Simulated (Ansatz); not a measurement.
# Run report: BH$_{5}$O$_{2}$, nudged elastic band (part 2 of 2)

The same run, continued: BH$_{5}$O$_{2}$; RKS B3LYP-D4/def2-SVP (Ansatz 0.2.0). The run did not end well. It belongs to a series of runs on one base structure; here: band between the two ends.

Geometry of the input (Å):
```
B  -0.1865  -0.7402  -0.1424
O  0.0565  -0.2727  1.1187
H  -0.7470  -0.0931  1.6205
O  0.8544  -1.0494  -0.9498
H  1.7094  -0.9017  -0.5200
H  -1.3039  -0.8898  -0.5757
H  0.2340  3.0110  1.5328
H  0.3063  2.2648  1.4016
```

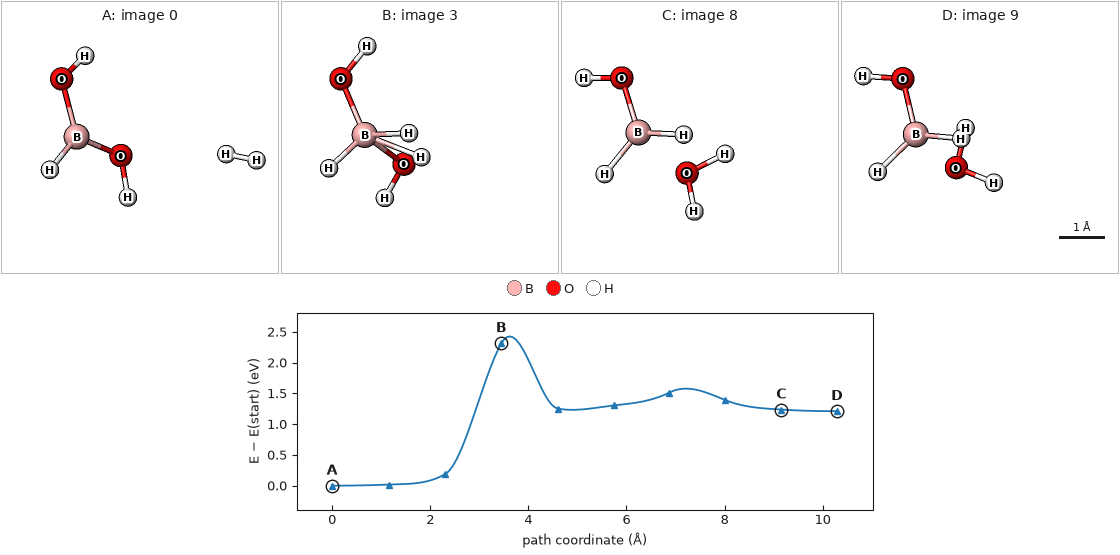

Fig. 1: Images of the last band (counted from 0; ball-and-stick, seen at a tilt) above the energy along the path; the line is a cubic interpolation that uses the forces. The highest image is number 3, 2.315 eV above the start and 1.104 eV above the end; the end lies 1.211 eV above the start. The path is 10.29 Å long. The band had not converged after 60 iterations.

```
Unfinished report: {"positions_ang":[[-0.04968629934344581,0.12711128813742373,0.1332863781563577],[-0.026441403005138184,-0.05519339138062318,1.6799170711358349],[-0.8327935229870373,-0.47549071872901083,1.9920992183610766],[0.8286588808498433,-0.5515817033779999,-0.7009235438276458],[1.7766848970539586,-0.4603004988988365,-0.5513829859079273],[-1.1651730079989344,0.16107384200230723,-0.34151875146112576],[0.30679582572912645,1.4394382536478358,0.19629679926469068],[0.08515563970162743,1.1438409285989035,1.077925794278739]],"unchecked":["starts","cluster_reference","orbital_swaps","neighbouring_geometries","increment"],"mean_field":{"relativity":"none","state":{"energy":{"ev":-4848.109678381369,"hartree":-178.16474451374805},"converged":true,"gradient_ev":0.000023582687148668714,"stability":{"kind":"minimum","curvature_ev":47.59393985104741},"curvature_floor_ev":0.00030000000000000003,"spin_squared":8.881784197001252e-15},"others":[],"fillings":{"estimated":0,"unestimated":0,"tried":0,"untried":0,"excluded_magnetic_sites":0},"n_dropped_functions":0,"n_trapped_functions":0,"passes":{"evaluations":4,"products":25},"factors":{"origin":"Cholesky decomposition","count":716,"bound_ev":0.0010058863152890224},"gradient_stop_ev":0.00009,"reference_kind":"stationary","functional":{"name":"B3LYP","citations":["Stephens, Devlin, Chabalowski & Frisch, J. Phys. Chem. 98, 11623 (1994) doi:10.1021/j100096a001","Becke, Phys. Rev. A 38, 3098 (1988) doi:10.1103/PhysRevA.38.3098","Lee, Yang & Parr, Phys. Rev. B 37, 785 (1988) doi:10.1103/PhysRevB.37.785","Vosko, Wilk & Nusair, Can. J. Phys. 58, 1200 (1980) doi:10.1139/p80-159"],"text":"name \"B3LYP\"\ncite \"Stephens, Devlin, Chabalowski & Frisch, J. Phys. Chem. 98, 11623 (1994) doi:10.1021/j100096a001\"\ncite \"Becke, Phys. Rev. A 38, 3098 (1988) doi:10.1103/PhysRevA.38.3098\"\ncite \"Lee, Yang & Parr, Phys. Rev. B 37, 785 (1988) doi:10.1103/PhysRevB.37.785\"\ncite \"Vosko, Wilk & Nusair, Can. J. Phys. 58, 1200 (1980) doi:10.1139/p80-159\"\nparameter a0 = 0.2\nparameter ax = 0.72\nparameter ac = 0.81\nexchange = (1 - a0 - ax)*slater_x + ax*b88_x + a0*exact_x\ncorrelation = (1 - ac)*vwn_rpa_c + ac*lyp_c\n","parameters":{"a0":{"value":0.2,"default":0.2},"ac":{"value":0.81,"default":0.81},"ax":{"value":0.72,"default":0.72}},"final_grid":{"core_spheres":13.0,"valence_spheres":11.0,"degree":36.0},"final_grid_parameter_source":"default","radial_points_factor":1.0,"radial_grid_error_ev":6.729326096032238e-7,"grid_sensitivity":"normal","grid_sensitivity_ratio":0.0013437628806248659},"unsmoothed_excess_ev":-0.00019493135215831054,"symmetry":{"irreps":["A"],"axes":[[0.999644168173578,-0.017001304766143643,-0.020554626554713584],[0.017332928831684573,0.9997207078059275,0.016064742828033496],[0.020275764219155664,-0.016415298360486705,0.9996596577661147]],"occupied":[{"A":13},{"A":13}]},"held":{"pivots":716,"left_out":0,"joined":0},"density_repulsion":{"missed_ev":0.000014309580723991216,"excess_ev":0.0,"most_excess_ev":0.0000702,"are_drawn_again":false,"n_first_factors":716,"energy_change_ev":0.0,"n_dropped_ends":0}},"factors":{"origin":"Cholesky decomposition","count":716,"bound_ev":0.0010058863152890224},"n_frozen":0,"n_occupied":[13,13],"n_virtual":[54,54],"reference":{"ev":-4848.109678381369,"hartree":-178.16474451374805},"dispersion":{"energy":{"ev":-0.12800274850196233,"hartree":-0.004704014244067953},"switches_in_reach":[]},"total":{"ev":-4848.237681129871,"hartree":-178.1694485279921},"forces_ev_per_angstrom":[[-0.44590083884981097,-1.35819305002492,-0.4738959007190189],[0.46543606469736665,-0.3538134379593918,-0.47064092663624213],[-0.29151082925026284,-0.05510470971266665,0.0672986235001864],[0.08005317015107255,0.1761980712290982,0.18118907174742227],[-0.07366851657993789,-0.04417947193947629,0.29771092621486456],[-0.10719828986829612,0.026238417304373127,0.1887642512172049],[-0.03352342340168469,0.670246047254855,0.6195812024604068],[0.40631266310034253,0.9386081338482691,-0.4100072477814671]],"charge_distribution":{"dipole_moment_e_ang":[0.0639666107792281,0.19818510542105217,0.31313216698632124],"mulliken_charges_e":[0.023044345358069762,-0.2743489641848189,0.19589777410031528,-0.16013016501759125,0.1689841673518101,-0.06814504126525911,-0.1062788041119671,0.22097668776945079],"lowdin_charges_e":[-0.5492628427820216,0.17391910859632542,-0.00044321805942360015,0.25869468434467,-0.0031580613048860506,-0.052000374386252046,0.054892692999616854,0.11735801059197781]},"n_threads":1,"memory_gib":1.7045454550534487,"seconds":{"hamiltonian":1.7584241779999998,"orbitals":0.0,"second_order":0.0,"solver_start":0.0,"cycles":0.0,"cycle":0.0,"perturbative":0.0,"full_ci_increment":0.0,"forces":0.0}}
this run last wrote the band of iteration 60 to [file]
Error: NEB band did not converge after 60 iterations: max|band force component| = 9.62e-1 eV/Å (threshold 5.0e-2); raise `neb.max_iterations` in a new run, which can start from the last band evaluated (`neb.initial_path`, with `crystal.atoms` and `neb.final_atoms` set to its first and last images), add images, or start from endpoints closer to local minima. Where this run's directory can be resumed (`checkpoint.write`), a resume goes on for up to `neb.max_iterations` more; to start a new run from the last band, take its images' positions from the `neb_iteration` event of iteration 60 (`data.images[].positions_ang`), in the event stream of the run that computed that iteration (not this run's, if it was resumed behind it). With `checkpoint.write`, `steps/00-neb/state/checkpoint.json` in the run directory holds the last saved band, under `neb.evaluated.images[].positions_ang` (a band under a hybrid functional on support functions is neither saved nor resumed: `neb.initial_path` says where its path is): check the last entry of `neb.iterations` there, which is earlier than 60 if that iteration was not saved or its write failed. If the band's step has no `state` directory and holds `state.next`, a write was cut short, and the file is under `state.next` instead (behind a loss of power it can be under `state.prev`)
this run wrote the band of iteration 60 to [file] as well, whether or not its events were kept: a new run's `neb.initial_path` can list its `images[].positions_ang`
a run's events are kept only if it was started with --events-out <file>, and are in that file
```

**The last band as extended XYZ (Å, eV, eV/Å)**
```
8
Properties=species:S:1:pos:R:3:forces:R:3 image=0 energy=-4850.55275
B    -0.1865   -0.7402   -0.1424    0.0227   0.0155   0.0141
O     0.0565   -0.2727    1.1187   -0.0108  -0.0081  -0.0213
H    -0.7470   -0.0931    1.6205   -0.0001  -0.0012   0.0000
O     0.8544   -1.0494   -0.9498   -0.0035  -0.0010   0.0090
H     1.7094   -0.9017   -0.5200   -0.0037  -0.0012  -0.0043
H    -1.3039   -0.8898   -0.5757   -0.0055  -0.0041   0.0018
H     0.2340    3.0110    1.5328   -0.0007   0.0075   0.0029
H     0.3063    2.2648    1.4016    0.0016  -0.0075  -0.0022
8
Properties=species:S:1:pos:R:3:forces:R:3 image=1 energy=-4850.53474
B    -0.1865   -0.5452   -0.0316    0.0079   0.0021  -0.0057
O     0.0184   -0.5507    1.3191   -0.0048   0.0038  -0.0017
H    -0.7956   -0.4605    1.8277    0.0024  -0.0016  -0.0031
O     0.8716   -0.6654   -0.8661   -0.0022  -0.0115  -0.0106
H     1.7103   -0.7419   -0.3889   -0.0016  -0.0088   0.0032
H    -1.2841   -0.4314   -0.5227   -0.0035  -0.0151   0.0004
H     0.3177    2.7071    0.9163   -0.0009   0.0217   0.0141
H     0.2713    2.0169    1.2320    0.0028   0.0095   0.0033
8
Properties=species:S:1:pos:R:3:forces:R:3 image=2 energy=-4850.36555
B    -0.1638   -0.3115    0.0990   -0.0265  -0.1932   0.0030
O     0.0104   -0.5731    1.4318   -0.0162  -0.2112  -0.0925
H    -0.8126   -0.5146    1.9315    0.0271  -0.0238  -0.0042
O     0.8814   -0.3821   -0.7596   -0.0104   0.0127  -0.0408
H     1.7306   -0.5624   -0.3342   -0.0331  -0.0678   0.0880
H    -1.2392   -0.0267   -0.3705   -0.0367  -0.0913  -0.0012
H     0.3432    1.9785    0.3973    0.0336   0.2670   0.0713
H     0.1732    1.7209    1.0904    0.0622   0.3077  -0.0236
8
Properties=species:S:1:pos:R:3:forces:R:3 image=3 energy=-4848.23749
B    -0.0497    0.1271    0.1333   -0.4459  -1.3582  -0.4739
O    -0.0264   -0.0552    1.6799    0.4654  -0.3538  -0.4706
H    -0.8328   -0.4755    1.9921   -0.2915  -0.0551   0.0673
O     0.8287   -0.5516   -0.7009    0.0801   0.1762   0.1812
H     1.7767   -0.4603   -0.5514   -0.0737  -0.0442   0.2977
H    -1.1652    0.1611   -0.3415   -0.1072   0.0262   0.1888
H     0.3068    1.4394    0.1963   -0.0335   0.6702   0.6196
H     0.0852    1.1438    1.0779    0.4063   0.9386  -0.4100
8
Properties=species:S:1:pos:R:3:forces:R:3 image=4 energy=-4849.29910
B    -0.0087    0.2838   -0.2479   -0.0508   0.0143  -0.0847
O     0.0738    0.1250    1.7532    0.1281  -0.0184   0.0233
H    -0.6941   -0.3966    2.0301   -0.0180   0.0982   0.0055
O     0.7632   -0.7448   -0.7220    0.0083  -0.0299   0.0002
H     1.7007   -0.5240   -0.7576   -0.0073   0.0117   0.0007
H    -1.2089    0.1121   -0.3330    0.0099  -0.0062  -0.0075
H     0.4227    1.4242   -0.2024    0.0405   0.0098  -0.0549
H    -0.1255    1.0491    1.9652   -0.1107  -0.0794   0.1175
8
Properties=species:S:1:pos:R:3:forces:R:3 image=5 energy=-4849.24939
B     0.0183    0.1938   -0.4850   -0.0705   0.1470   0.0744
O    -0.0398    0.0811    2.1926   -0.0319   0.1360   0.0145
H    -0.9738    0.0679    1.9385    0.0199  -0.0934  -0.0212
O     0.8713   -0.7592   -0.9058    0.0755  -0.1119  -0.0330
H     1.7606   -0.4339   -1.0960   -0.0384   0.0066   0.0490
H    -1.1216   -0.1498   -0.2789   -0.0296  -0.0256  -0.0464
H     0.3409    1.3622   -0.4515    0.0133  -0.0018   0.0319
H     0.0673    0.9667    2.5718    0.0616  -0.0569  -0.0691
8
Properties=species:S:1:pos:R:3:forces:R:3 image=6 energy=-4849.03852
B     0.0794    0.1579   -0.6422   -0.2257  -0.0451   0.1037
O    -0.4245    0.1039    2.6487    0.0255  -0.1793   0.0068
H    -0.9802    0.4938    1.9597    0.1126   0.0866   0.0692
O     1.0009   -0.7513   -0.9870   -0.0536  -0.4641   0.1857
H     1.7979   -0.5133   -1.4641    0.1058   0.4498  -0.1703
H    -0.8501   -0.3064   -0.0263   -0.0807   0.1227  -0.0882
H     0.1231    1.3378   -0.9306    0.2076  -0.0876   0.0086
H     0.1767    0.8064    2.9276   -0.0914   0.1171  -0.1155
8
Properties=species:S:1:pos:R:3:forces:R:3 image=7 energy=-4849.16202
B     0.0190    0.2110   -0.6340   -0.0053   0.0125   0.0086
O    -0.1125    0.1550    2.5056    0.0640  -0.0043  -0.0900
H    -0.8910    0.5022    2.0482    0.0239   0.0141   0.0309
O     1.1729   -0.2005   -1.1900    0.1293   0.2318  -0.0984
H     1.3544   -1.1447   -1.2062   -0.1446  -0.2171   0.1719
H    -0.7963   -0.5445   -0.1580    0.0305  -0.0791  -0.1002
H    -0.1698    1.4026   -0.6972   -0.0527   0.0319   0.1335
H     0.3465    0.9477    2.8173   -0.0452   0.0101  -0.0563
8
Properties=species:S:1:pos:R:3:forces:R:3 image=8 energy=-4849.31603
B    -0.0606    0.2777   -0.3964   -0.0098  -0.0034   0.0100
O     0.0740    0.0752    1.9627   -0.0126   0.0259  -0.0212
H    -0.8447    0.3256    2.1391    0.0003  -0.0254  -0.0078
O     1.1662   -0.1211   -0.8191    0.0174   0.0138   0.0321
H     1.2312   -1.0754   -0.9447   -0.0111  -0.0042   0.0201
H    -0.9982   -0.4909   -0.3658   -0.0101  -0.0006  -0.0120
H    -0.2225    1.4734   -0.2993   -0.0054   0.0018   0.0199
H     0.5778    0.8644    2.2092    0.0312  -0.0079  -0.0411
8
Properties=species:S:1:pos:R:3:forces:R:3 image=9 energy=-4849.34129
B    -0.1759    0.2532   -0.3142   -0.0108   0.0017  -0.0018
O    -0.1451    0.0439    1.8335    0.0074   0.0192   0.0113
H    -0.5739    0.8584    2.1357    0.0073  -0.0132  -0.0072
O     1.1609    0.0246   -0.5383    0.0078   0.0000   0.0015
H     1.3475   -0.9025   -0.7289   -0.0024   0.0007  -0.0013
H    -0.9960   -0.6116   -0.5279    0.0053  -0.0001   0.0017
H    -0.4979    1.4199   -0.2537    0.0006  -0.0010  -0.0006
H     0.8034    0.2429    1.8796   -0.0152  -0.0074  -0.0036
```

**Outcome**

```tsv
quantity	value
outcome	not converged
barrier, forward (band not converged)	2.315 eV
barrier, backward	1.104 eV
hardware	1 thread of Intel Xeon @ 2.50GHz (Skylake/Cascade Lake), 32 GiB of memory available, shared host
wall time	14 min
peak memory	0.14 GiB
```

**Diagnosis**

The run did not converge: “NEB band did not converge after 60 iterations: max|band force component| = 9.62e-1 eV/Å (threshold 5.0e-2); raise `neb.max_iterations` in a new run, which can start from the last band evaluated (`neb.initial_path`, with `crystal.atoms` and `neb.final_atoms` set to its first and last images), add images, or start from endpoints closer to local minima …” Its last values are not results.
